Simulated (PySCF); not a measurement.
## C6H13P: NMR shielding calculation

System: C6H13P, SMILES CC(C)P1C[C@H]1C.
Method: GIAO PBE0/pcSseg-1 NMR shielding, non-relativistic, gas phase (PySCF 2.14.0).

The geometry comes from this level: GFN2-xTB. Figures and captions count atoms from 1; the log counts them from 0 in places.

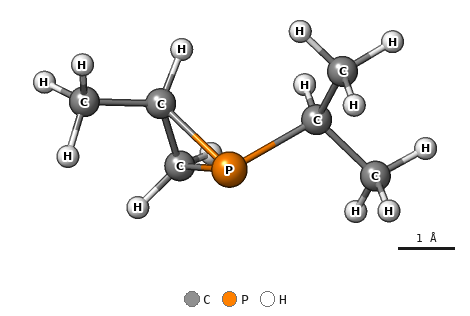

The structure as given in the input (ball-and-stick view, seen at a tilt). Bond lengths as drawn: C–C 1.51 to 1.53 Å, C–H 1.08 to 1.10 Å and C–P 1.85 to 1.89 Å.

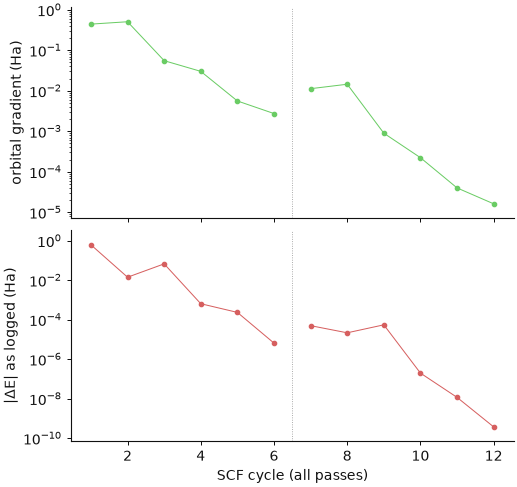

Convergence of the self-consistent field: orbital gradient and size of the energy change against the SCF cycle. The dotted line marks the change from a coarse to the final integration grid. The first 6 cycles use a coarse grid, the final grid takes over at cycle 7, and the field converges after 12 cycles in all.

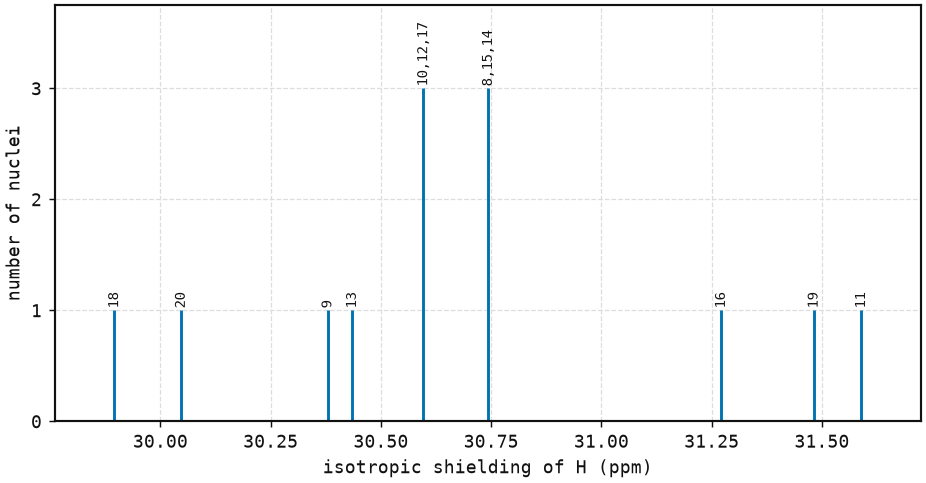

Isotropic shieldings of the hydrogen nuclei in this fixed geometry, labelled by atom number; shielding grows to the right, so chemical shift grows to the left. The least shielded is H18 (29.9 ppm), the most shielded H11 (31.6 ppm).

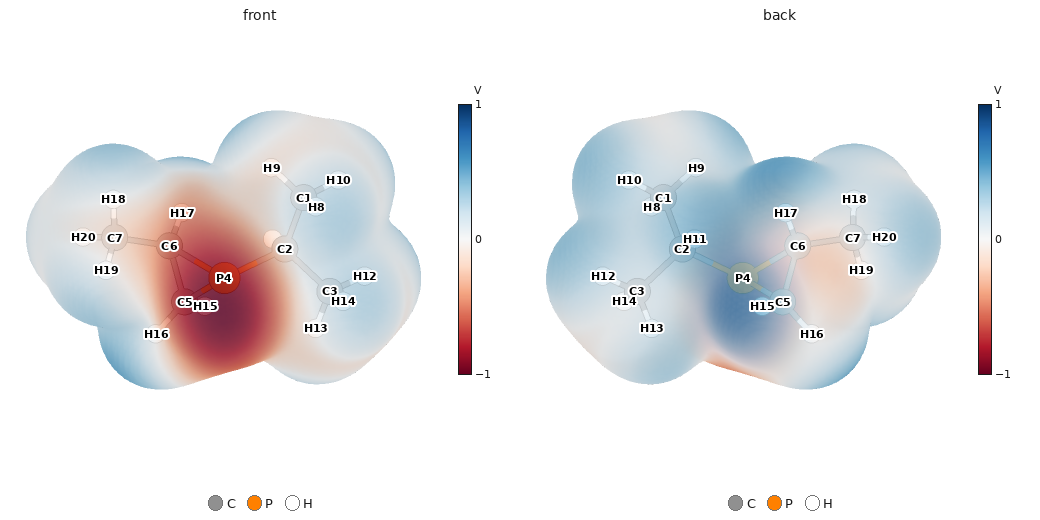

The electrostatic potential painted on the density surface at 0.001 e/bohr³, seen at a tilt and from behind; red is negative and blue positive. Its dipole moment is 1.33 D.

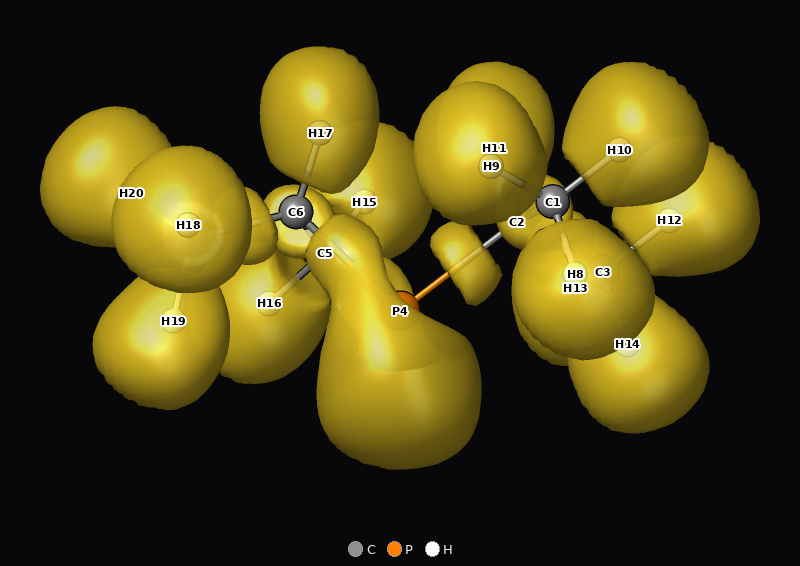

Isosurface of the electron localisation function at 0.75 (yellow), seen from the side. Only the valence region is drawn (cores and ρ < 0.01 e/Å³ removed). Along the contacts the grid gives the following.

These pictures come from the run below.

**The input**
```
{"job": {"kind": "nmr", "xc": "PBE0", "basis": "pcSseg-1"}, "charge": 0, "multiplicity": 1}
C     -1.788837    -0.374661     1.350859
C     -1.266578    -0.008242    -0.034602
C     -2.277645     0.844534    -0.794900
P      0.350172     0.950205     0.137731
C      1.261660     0.257035    -1.309813
C      1.544129    -0.459386    -0.016138
C      2.917893    -0.328433     0.592717
H     -1.980688     0.525417     1.932123
H     -1.061417    -0.980119     1.889470
H     -2.717445    -0.938035     1.272553
H     -1.072402    -0.926265    -0.602880
H     -3.206408     0.295214    -0.942537
H     -1.883836     1.128298    -1.769828
H     -2.500867     1.753617    -0.239132
H      0.697393    -0.259178    -2.075915
H      2.058731     0.872716    -1.706443
H      1.119023    -1.454619     0.081541
H      2.911046    -0.634105     1.637340
H      3.260669     0.703060     0.538412
H      3.630261    -0.956374     0.056407
```

The first line tells a small driver script what to run in PySCF; the rest is the geometry in Å.

Launched with:
```bash
OMP_NUM_THREADS=1 python <driver script> task.json out
```

**Output**
```
coarse grid: 16200 points
cycle   1  E = -577.2352593227  dE =  6.170e-01  |g| = 4.424e-01  |ddm| = 3.890e+00
cycle   2  E = -577.2211500155  dE =  1.411e-02  |g| = 5.062e-01  |ddm| = 8.244e-01
cycle   3  E = -577.2880879706  dE = -6.694e-02  |g| = 5.537e-02  |ddm| = 4.933e-01
cycle   4  E = -577.2887290275  dE = -6.411e-04  |g| = 3.018e-02  |ddm| = 1.195e-01
cycle   5  E = -577.2889621426  dE = -2.331e-04  |g| = 5.606e-03  |ddm| = 3.573e-02
cycle   6  E = -577.2889686280  dE = -6.485e-06  |g| = 2.741e-03  |ddm| = 8.683e-03
final grid: 149016 points
cycle   7  E = -577.3332411663  dE = -4.957e-05  |g| = 1.127e-02  |ddm| = 3.668e-02
cycle   8  E = -577.3332196132  dE =  2.155e-05  |g| = 1.451e-02  |ddm| = 2.383e-02
cycle   9  E = -577.3332742594  dE = -5.465e-05  |g| = 8.974e-04  |ddm| = 1.468e-02
cycle  10  E = -577.3332744556  dE = -1.963e-07  |g| = 2.230e-04  |ddm| = 1.289e-03
cycle  11  E = -577.3332744672  dE = -1.157e-08  |g| = 4.002e-05  |ddm| = 2.075e-04
cycle  12  E = -577.3332744676  dE = -3.703e-10  |g| = 1.621e-05  |ddm| = 8.500e-05
converged SCF energy = -577.3332744676

GIAO shielding tensors (ppm)
atom      isotropic    diamagn.    paramagn.     s11        s22        s33       span
  0 C      163.126     247.833     -84.707    146.747    156.158    186.474     39.727
  1 C      145.415     252.564    -107.149    118.758    147.550    169.938     51.180
  2 C      163.515     247.211     -83.696    147.712    155.950    186.882     39.171
  3 P      536.537     969.008    -432.470    287.014    384.795    937.803    650.789
  4 C      168.143     257.906     -89.764    144.052    157.868    202.509     58.457
  5 C      165.926     257.750     -91.823    127.706    163.681    206.391     78.685
  6 C      165.207     243.821     -78.614    152.060    154.741    188.821     36.761
  7 H       30.720      30.949      -0.230     27.354     28.610     36.195      8.841
  8 H       30.379      31.631      -1.252     24.743     30.280     36.114     11.372
  9 H       30.573      30.093       0.480     25.924     27.430     38.365     12.441
 10 H       31.589      35.851      -4.262     27.900     31.841     35.026      7.126
 11 H       30.593      29.516       1.077     25.940     27.437     38.400     12.460
 12 H       30.435      30.589      -0.154     24.845     29.994     36.465     11.620
 13 H       30.773      30.386       0.387     27.293     28.656     36.369      9.076
 14 H       30.737      33.954      -3.217     25.017     28.105     39.088     14.071
 15 H       31.271      33.088      -1.816     25.643     27.025     41.146     15.503
 16 H       30.623      35.317      -4.695     23.901     30.030     37.937     14.036
 17 H       29.896      28.860       1.035     24.646     27.617     37.424     12.777
 18 H       31.482      29.653       1.828     26.412     29.434     38.599     12.187
 19 H       30.047      27.572       2.474     24.606     27.213     38.321     13.715
```

**Summary**

```tsv
quantity	value
outcome	converged
total energy	−577.333274 hartree
HOMO	−6.93 eV
LUMO	0.81 eV
dipole moment	1.33 D
isotropic shielding, C	145.4 to 168.1 ppm
isotropic shielding, P	536.5 ppm
isotropic shielding, H	29.9 to 31.6 ppm
hardware	1 CPU thread, shared host
wall time	38 s
peak memory	0.85 GiB
```
